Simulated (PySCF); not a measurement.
# CdH2 (SMILES [H][Cd][H]) at 6 levels

We compute a comparison of 6 runs (B2PLYP/STO-6G, M06-2X/STO-6G, SVWN5/STO-6G, BCCD(T)/STO-6G, CCSDT(Q)/STO-6G, UCCSD(T)/STO-6G) of CdH2. The job is set up through a Python script.

The results are computed with PySCF 2.14.0.

2 further runs of the same task are left out: 2 set aside as unsound or not needed.

### Step 1. The structure to begin with

The species is CdH2 (3 atoms), meant as a singlet with charge 0. As SMILES, `[H][Cd][H]`. One bond was lengthened or shortened from a relaxed shape.

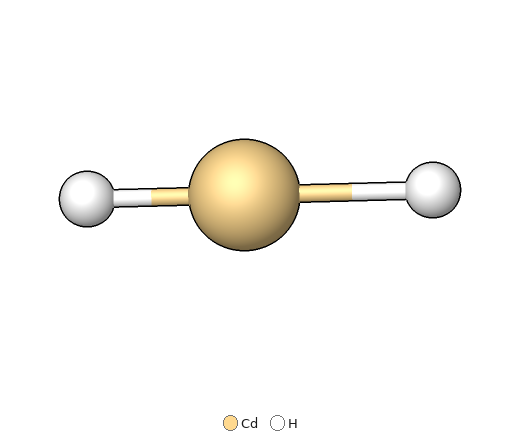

Viewed from a chosen angle; cadmium orange, hydrogen white.

### Step 2. The energy at B2PLYP/STO-6G (run 1)

File job.py:

```python
from pyscf import gto, dft, mp

mol = gto.M(
    atom='Cd 0.003802 0.004486 -0.330856; H -0.017450 -0.021530 1.657160; H 0.020732 0.025716 -1.989036',
    verbose=3,
    spin=0,
    max_memory=1860,
    basis='sto-6g',
)

mf = dft.RKS(mol, xc='0.53*HF + 0.47*B88, 0.73*LYP')
mf.grids.level = 5
mf.conv_tol = 1e-10
mf.kernel()
if not mf.converged:
    mf = mf.newton().run(mf.mo_coeff, mf.mo_occ)

pt = mp.MP2(mf, frozen=14).run()
energy = mf.e_tot + 0.27 * pt.e_corr
print('PT2 part  %.8f' % (0.27 * pt.e_corr))
print(f'total energy: {energy:.8f} hartree')
```

Started as:

```console
OMP_NUM_THREADS=1 python job.py
```

What it wrote:

```text
converged SCF energy = -5442.61355828927
E(RMP2) = -5442.66000893893  E_corr = -0.046450649665051
E(SCS-RMP2) = -5442.6676053662  E_corr = -0.0540470769280143
PT2 part  -0.01254168
total energy: -5442.62609996 hartree
```

It took 3.6 s on 1 thread of Arm Neoverse V1, shared host; peak memory 0.22 GiB.

### Step 3. A single-point energy at M06-2X/STO-6G (run 2)

File run.py:

```python
from pyscf import gto, dft

mol = gto.M(
    atom='''
Cd     0.007185     0.008477    -0.625227
H     -0.032976    -0.040686     3.131579
H      0.039178     0.048596    -3.758733
''',
    basis='sto-6g',
    max_memory=1860,
    charge=0,
    unit='bohr',
    verbose=3,
)

mf = dft.RKS(mol, xc='m06-2x')
mf.grids.level = 5
mf.conv_tol = 1e-10
mf.kernel()
if not mf.converged:
    mf = mf.newton().run(mf.mo_coeff, mf.mo_occ)

energy = mf.e_tot
print('Final energy', energy)
```

Started as:

```console
OMP_NUM_THREADS=1 python run.py
```

What it wrote:

```text
converged SCF energy = -5443.28656830636
Final energy -5443.286568306363
```

Run time: 4.8 s. Hardware: 1 thread of Arm Neoverse V1, shared host; peak memory 0.22 GiB.

Runs 3 to 5 aren't shown in full; the table further down has their settings and results.

### Step 4. The energy at UCCSD(T)/STO-6G (run 6)

File start.xyz:

```xyz
3

Cd     0.003802     0.004486    -0.330856
H     -0.017450    -0.021530     1.657160
H      0.020732     0.025716    -1.989036
```

File job.py:

```python
from pyscf import gto, cc

mol = gto.Mole()
mol.atom = 'start.xyz'
mol.basis = 'sto-6g'
mol.max_memory = 1860
mol.verbose = 3
mol.build()

myscf = mol.UHF()
myscf.conv_tol = 1e-10
myscf.kernel()
if not myscf.converged:
    myscf = myscf.newton().run(myscf.mo_coeff, myscf.mo_occ)
for _ in range(3):
    mo, _, stable, _ = myscf.stability(return_status=True)
    if stable:
        break
    myscf.kernel(myscf.make_rdm1(mo, myscf.mo_occ))

mycc = cc.CCSD(myscf, frozen=14)
mycc.kernel()
e_t = mycc.ccsd_t()
etot = mycc.e_tot + e_t
print(f'total energy: {etot:.8f} hartree')
```

Started as:

```console
OMP_NUM_THREADS=1 python job.py
```

What it wrote:

```text
converged SCF energy = -5441.02726274389  <S^2> = 1.258158e-10  2S+1 = 1
<class 'pyscf.scf.uhf.UHF'> wavefunction is stable in the internal stability analysis
E(UCCSD) = -5441.077952595028  E_corr = -0.05068985113517289
UCCSD(T) correction = -0.000745743813144414
total energy: -5441.07869834 hartree
```

Wall time 2 s (1 thread of Arm Neoverse V1, shared host); peak memory 0.12 GiB.

### Step 5. Overview of the runs

```csv
run,level,frozen core orbitals,integration grid,energy (Eh),dipole moment (D) of the reference,HOMO energy (eV),LUMO energy (eV),wall time
1,B2PLYP/STO-6G,14,5,-5442.626100,0.45,-5.36,5.91,3.6 s
2,M06-2X/STO-6G,–,5,-5443.286568,0.40,-5.59,4.91,4.8 s
3,SVWN5/STO-6G,–,5,-5437.544434,0.34,-1.95,3.00,2.7 s
4,BCCD(T)/STO-6G,14,–,-5441.078691,–,–,–,1.9 s
5,CCSDT(Q)/STO-6G,14,–,-5441.079082,0.51,-7.17,8.69,5.7 s
6,UCCSD(T)/STO-6G,14,–,-5441.078698,0.51,-7.17,8.69,2 s
```

### Step 6. Summary of results

```
                                           quantity           value
                                run 6: total energy  -5441.07870 Eh
        run 6: dipole moment (Hartree–Fock density)          0.51 D
         run 6: HOMO energy (Hartree–Fock orbitals)        -7.17 eV
         run 6: LUMO energy (Hartree–Fock orbitals)         8.69 eV
       run 6: HOMO–LUMO gap (Hartree–Fock orbitals)        15.86 eV
run 6: correlation energy (14 core orbitals frozen)       -51.4 mEh
                              run 6: (T) correction       -0.75 mEh
                               run 6: T1 diagnostic           0.009
```

In words: Over runs 1, 2, 3 the dipole moment (its size) runs from 0.34 D (SVWN5/STO-6G) to 0.45 D (B2PLYP/STO-6G). A double hybrid's value is that of its SCF part. Over runs 1, 2, 3 the HOMO–LUMO gap runs from 4.95 eV (SVWN5/STO-6G) to 11.27 eV (B2PLYP/STO-6G). Totals of different functionals can't be ranked against each other. In runs 1, 2, 3, 4, 5, 6 the basis is minimal, so the values are rough. In runs 1, 2, 3, 4, 5, 6 relativity is left out where basis or elements ask for it. All runs together took 21 s, the longest 5.7 s.
